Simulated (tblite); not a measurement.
**Saddle-point search of Si$_{2}$AsH$_{7}$O**

The run: saddle-point search of Si$_{2}$AsH$_{7}$O, SMILES O[SiH2][AsH][SiH3]. Method and program: GFN2-xTB saddle search (eigenvector following) and harmonic vibrations, gas phase (tblite 0.8.0).

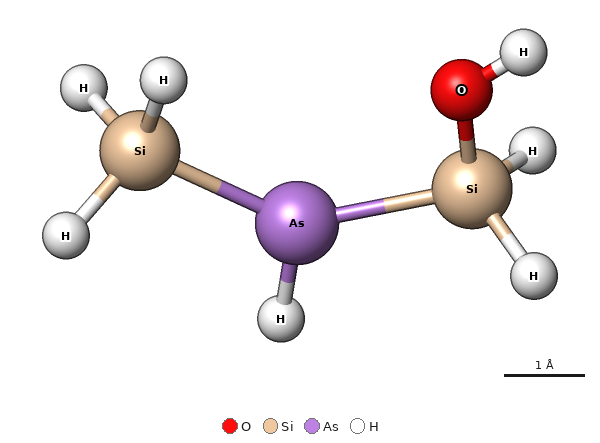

Figure 1. The starting structure (ball-and-stick view, seen at a tilt). Bond lengths as drawn: As–H 1.48 Å, As–Si 2.25 to 2.26 Å, H–O 0.95 Å, H–Si 1.46 to 1.48 Å and O–Si 1.64 Å.

The input:
```
{"job": {"xc": "GFN2-xTB", "basis": "xTB", "kind": "saddle"}, "charge": 0, "multiplicity": 1}
O     -1.754770     0.555945     1.137862
Si    -1.857120    -0.033657    -0.383734
As     0.346396    -0.256733    -0.794390
Si     2.288215    -0.048816     0.348990
H     -2.544991     0.705480     1.646106
H     -2.553564     0.934846    -1.245309
H     -2.680933    -1.256811    -0.347095
H      0.580652    -0.667418    -2.194726
H      2.911171    -1.322433     0.773460
H      3.282507     0.645761    -0.482621
H      1.982438     0.743836     1.541456
```

The first line tells a small driver script what to run in tblite; the rest is the geometry in Å.

Machine: 1 CPU thread, shared host.

Launched with:
```bash
OMP_NUM_THREADS=1 python <driver script> task.json out
```

The program's output:
```
step      E/eV     max force
  0    -366.70843   0.2404
  1    -366.70896   0.0702
  2    -366.70990   0.0525
  3    -366.70886   0.1617
  4    -366.71042   0.0545
  5    -366.71051   0.0968
  6    -366.71057   0.0156
  7    -366.71067   0.0064
  8    -366.71078   0.0099
  9    -366.71086   0.0116
 10    -366.71090   0.0098
 11    -366.71092   0.0017
lowest wavenumbers (cm-1): -492.5 43.7 57.1 90.6 181.5 255.0
```

Trajectory as extended XYZ (Å, eV, eV/Å), 10 of the 12 frames kept, from step=0 to step=11:
```
11
Properties=species:S:1:pos:R:3:forces:R:3 step=0 energy=-366.70843
O    -1.7548    0.5559    1.1379    0.0060  -0.0060   0.0160
Si   -1.8571   -0.0337   -0.3837    0.0000  -0.0720   0.0280
As    0.3464   -0.2567   -0.7944    0.0180   0.2260  -0.0800
Si    2.2882   -0.0488    0.3490   -0.0020  -0.0780   0.0180
H    -2.5450    0.7055    1.6461    0.0040   0.0130  -0.0020
H    -2.5536    0.9348   -1.2453   -0.0020   0.0140  -0.0070
H    -2.6809   -1.2568   -0.3471    0.0100  -0.0170  -0.0110
H     0.5807   -0.6674   -2.1947   -0.0220  -0.0830   0.0290
H     2.9112   -1.3224    0.7735   -0.0010   0.0270   0.0090
H     3.2825    0.6458   -0.4826    0.0090  -0.0060  -0.0120
H     1.9824    0.7438    1.5415   -0.0200  -0.0170   0.0120
11
Properties=species:S:1:pos:R:3:forces:R:3 step=1 energy=-366.70896
O    -1.7255    0.5475    1.1420   -0.0510   0.0080   0.0310
Si   -1.8485   -0.0246   -0.3850    0.0060  -0.0200   0.0040
As    0.3466   -0.3038   -0.8069    0.0070   0.0660  -0.0230
Si    2.2780   -0.0385    0.3422    0.0140   0.0020   0.0210
H    -2.5116    0.7473    1.6418    0.0570  -0.0080  -0.0320
H    -2.5453    0.9668   -1.2230    0.0040   0.0030   0.0030
H    -2.6787   -1.2434   -0.3655    0.0040  -0.0020  -0.0050
H     0.5650   -0.7662   -2.1936   -0.0090  -0.0250   0.0200
H     2.9448   -1.3034    0.7231   -0.0100   0.0320  -0.0030
H     3.2672    0.7300   -0.4366   -0.0300  -0.0230   0.0240
H     1.9080    0.6881    1.5615    0.0080  -0.0320  -0.0410
11
Properties=species:S:1:pos:R:3:forces:R:3 step=2 energy=-366.70990
O    -1.6921    0.5106    1.1517   -0.0380  -0.0150  -0.0330
Si   -1.8415   -0.0129   -0.3924   -0.0040   0.0140   0.0150
As    0.3458   -0.3361   -0.8230    0.0050   0.0080  -0.0320
Si    2.2629   -0.0239    0.3387   -0.0060  -0.0020  -0.0080
H    -2.4679    0.7311    1.6574    0.0280   0.0000  -0.0130
H    -2.5282    1.0271   -1.1853    0.0240  -0.0320   0.0260
H    -2.6936   -1.2168   -0.4147    0.0130   0.0220   0.0020
H     0.5587   -0.8659   -2.1889   -0.0090   0.0130   0.0480
H     2.9490   -1.2728    0.7285   -0.0020   0.0010   0.0020
H     3.2515    0.7638   -0.4193   -0.0120  -0.0010   0.0040
H     1.8554    0.6956    1.5474    0.0010  -0.0090  -0.0100
11
Properties=species:S:1:pos:R:3:forces:R:3 step=4 energy=-366.71042
O    -1.6961    0.5224    1.1467   -0.0460   0.0110   0.0270
Si   -1.8413   -0.0160   -0.3907   -0.0010   0.0000  -0.0030
As    0.3453   -0.3400   -0.8169    0.0000   0.0050   0.0030
Si    2.2641   -0.0265    0.3384   -0.0010  -0.0100  -0.0140
H    -2.4715    0.7593    1.6464    0.0430  -0.0100  -0.0250
H    -2.5238    1.0134   -1.1958    0.0000  -0.0010   0.0010
H    -2.6924   -1.2191   -0.4022    0.0000   0.0010   0.0010
H     0.5564   -0.8698   -2.1790    0.0000  -0.0040  -0.0030
H     2.9671   -1.2752    0.6937    0.0040  -0.0070   0.0030
H     3.2371    0.7923   -0.4046    0.0080   0.0090  -0.0050
H     1.8550    0.6592    1.5640   -0.0080   0.0060   0.0150
11
Properties=species:S:1:pos:R:3:forces:R:3 step=5 energy=-366.71051
O    -1.6987    0.5400    1.1416    0.0790  -0.0270  -0.0490
Si   -1.8411   -0.0131   -0.3908    0.0010   0.0000   0.0020
As    0.3453   -0.3461   -0.8137    0.0000  -0.0080  -0.0100
Si    2.2665   -0.0271    0.3363    0.0070   0.0080   0.0110
H    -2.4718    0.7705    1.6420   -0.0760   0.0270   0.0460
H    -2.5215    1.0095   -1.2058    0.0000   0.0010  -0.0020
H    -2.6934   -1.2154   -0.3918    0.0000   0.0000   0.0000
H     0.5526   -0.8945   -2.1706   -0.0020   0.0070   0.0120
H     2.9879   -1.2750    0.6595   -0.0060   0.0120  -0.0050
H     3.2290    0.8264   -0.3855   -0.0120  -0.0090   0.0110
H     1.8452    0.6247    1.5788    0.0080  -0.0090  -0.0170
11
Properties=species:S:1:pos:R:3:forces:R:3 step=6 energy=-366.71057
O    -1.6965    0.5217    1.1473   -0.0130   0.0030   0.0080
Si   -1.8409   -0.0152   -0.3907    0.0000   0.0000  -0.0010
As    0.3453   -0.3442   -0.8159    0.0000   0.0010   0.0000
Si    2.2647   -0.0259    0.3370    0.0000  -0.0020  -0.0030
H    -2.4702    0.7664    1.6444    0.0120  -0.0020  -0.0070
H    -2.5208    1.0168   -1.1947    0.0000  -0.0010   0.0000
H    -2.6942   -1.2166   -0.4048    0.0000   0.0000   0.0010
H     0.5543   -0.8849   -2.1744    0.0000  -0.0010   0.0000
H     2.9757   -1.2731    0.6823    0.0010  -0.0010   0.0000
H     3.2334    0.8065   -0.3982    0.0010   0.0020   0.0000
H     1.8493    0.6485    1.5677   -0.0020   0.0000   0.0030
11
Properties=species:S:1:pos:R:3:forces:R:3 step=7 energy=-366.71067
O    -1.6962    0.5288    1.1449   -0.0010   0.0010   0.0010
Si   -1.8408   -0.0156   -0.3904    0.0000   0.0000   0.0000
As    0.3452   -0.3472   -0.8151    0.0000   0.0000   0.0000
Si    2.2649   -0.0266    0.3367    0.0030   0.0010   0.0020
H    -2.4690    0.7792    1.6399    0.0020   0.0000  -0.0010
H    -2.5204    1.0125   -1.1994    0.0000   0.0000   0.0000
H    -2.6945   -1.2168   -0.3983    0.0000   0.0000   0.0000
H     0.5531   -0.8944   -2.1712    0.0000   0.0000   0.0000
H     2.9860   -1.2733    0.6631   -0.0020   0.0040  -0.0020
H     3.2272    0.8247   -0.3867   -0.0040  -0.0030   0.0040
H     1.8445    0.6286    1.5765    0.0020  -0.0030  -0.0040
11
Properties=species:S:1:pos:R:3:forces:R:3 step=9 energy=-366.71086
O    -1.6939    0.5574    1.1344    0.0010  -0.0020  -0.0060
Si   -1.8408   -0.0179   -0.3895   -0.0020   0.0010   0.0030
As    0.3450   -0.3516   -0.8135    0.0000   0.0000   0.0000
Si    2.2649   -0.0300    0.3375    0.0070   0.0020   0.0060
H    -2.4664    0.8128    1.6273   -0.0010   0.0000   0.0010
H    -2.5237    0.9918   -1.2188    0.0010  -0.0020   0.0010
H    -2.6928   -1.2205   -0.3700    0.0010   0.0020   0.0000
H     0.5518   -0.9070   -2.1666    0.0000   0.0000   0.0000
H     3.0097   -1.2753    0.6103   -0.0040   0.0090  -0.0020
H     3.2100    0.8685   -0.3527   -0.0070  -0.0070   0.0060
H     1.8363    0.5718    1.6017    0.0040  -0.0050  -0.0090
11
Properties=species:S:1:pos:R:3:forces:R:3 step=10 energy=-366.71090
O    -1.6927    0.5716    1.1288    0.0000  -0.0020  -0.0050
Si   -1.8409   -0.0189   -0.3891   -0.0010   0.0010   0.0030
As    0.3449   -0.3534   -0.8128    0.0000   0.0000   0.0000
Si    2.2648   -0.0316    0.3380    0.0060   0.0020   0.0050
H    -2.4653    0.8280    1.6213    0.0000   0.0000   0.0000
H    -2.5256    0.9813   -1.2282    0.0010  -0.0020   0.0010
H    -2.6918   -1.2221   -0.3559    0.0010   0.0020   0.0000
H     0.5513   -0.9122   -2.1646    0.0000   0.0000   0.0000
H     3.0202   -1.2754    0.5854   -0.0040   0.0080  -0.0020
H     3.2015    0.8880   -0.3361   -0.0060  -0.0060   0.0050
H     1.8336    0.5447    1.6131    0.0040  -0.0040  -0.0080
11
Properties=species:S:1:pos:R:3:forces:R:3 step=11 energy=-366.71092
O    -1.6921    0.5791    1.1257    0.0000   0.0000  -0.0010
Si   -1.8409   -0.0193   -0.3889    0.0000   0.0000   0.0000
As    0.3448   -0.3548   -0.8124    0.0000   0.0000   0.0000
Si    2.2647   -0.0323    0.3383    0.0010   0.0000   0.0010
H    -2.4645    0.8363    1.6179    0.0000   0.0000   0.0000
H    -2.5262    0.9761   -1.2330    0.0000   0.0000   0.0000
H    -2.6917   -1.2223   -0.3486    0.0000   0.0000   0.0000
H     0.5510   -0.9167   -2.1628    0.0000   0.0000   0.0000
H     3.0264   -1.2744    0.5708   -0.0010   0.0010   0.0000
H     3.1959    0.8993   -0.3261   -0.0010  -0.0010   0.0010
H     1.8325    0.5289    1.6192    0.0010  -0.0010  -0.0010
```

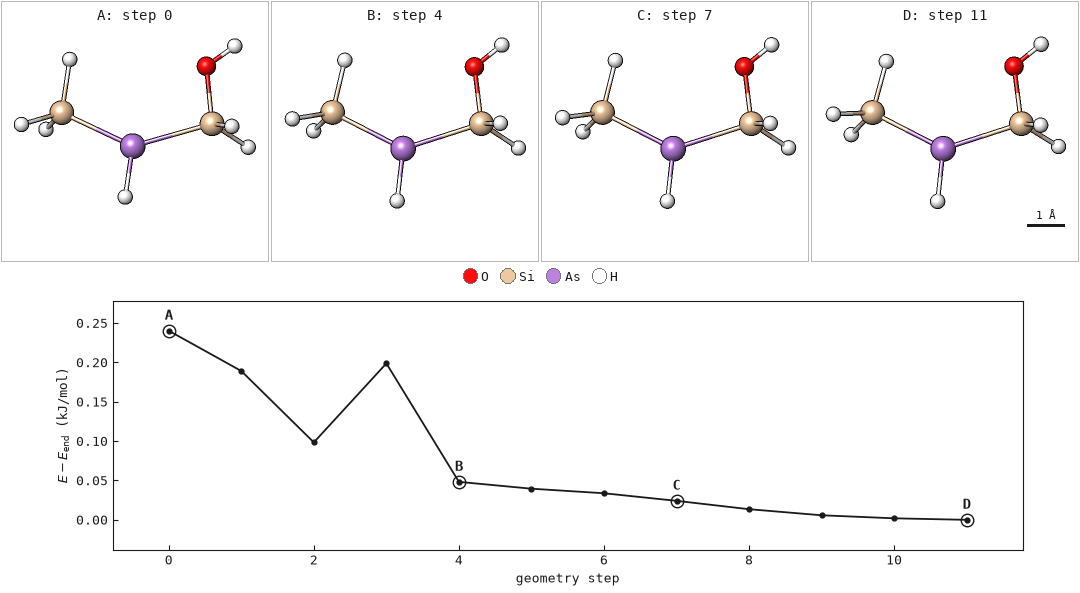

Figure 2. Frames of the saddle-point search (ball-and-stick view, seen at a tilt) above the curves, on which the letters mark them (steps are counted from 0).

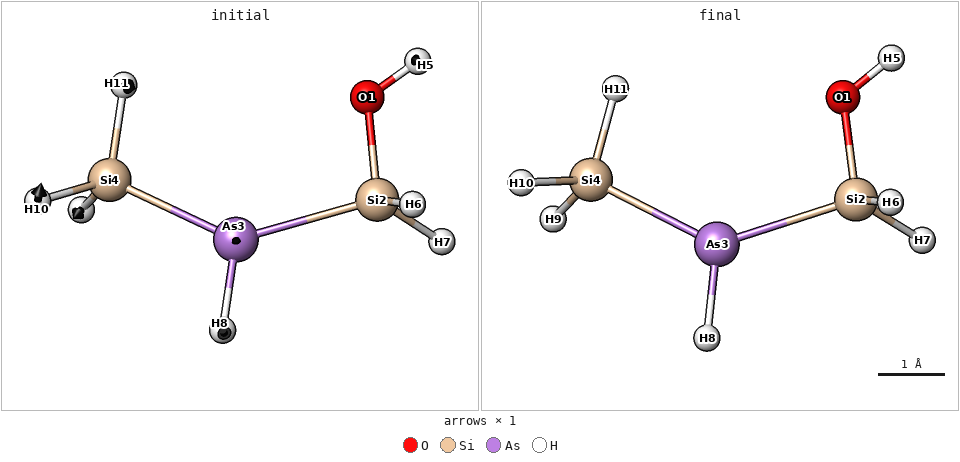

Figure 3. Before (left) and after (right) the saddle-point search, at one scale (ball-and-stick view, seen at a tilt). The black arrows give the displacements, at true length. H10 moves most after the best rigid fit: 0.31 Å. By element the largest moves are H 0.31 Å, As 0.10 Å, O 0.07 Å, Si 0.03 Å. Among the contacts that change: Si4–H10 1.471 → 1.475 Å, Si4–H9 1.480 → 1.475 Å. Among the angles that change: As3–Si4–H10 109.7° → 113.4°, Si2–As3–Si4 137.6° → 135.0°, Si4–As3–H8 111.6° → 113.6°. The energy falls by 0.24 kJ/mol in 11 geometry steps. Largest force component: 0.23 eV/Å at the start, 0.001 eV/Å at the end. (Atoms are counted from 1 in the order of the input.)

Key numbers:

| quantity | value |
| --- | --- |
| outcome | converged |
| total energy | −366.7109 eV |
| point group | Cs |
| wall time | 2.8 s |
| peak memory | 0.19 GiB |
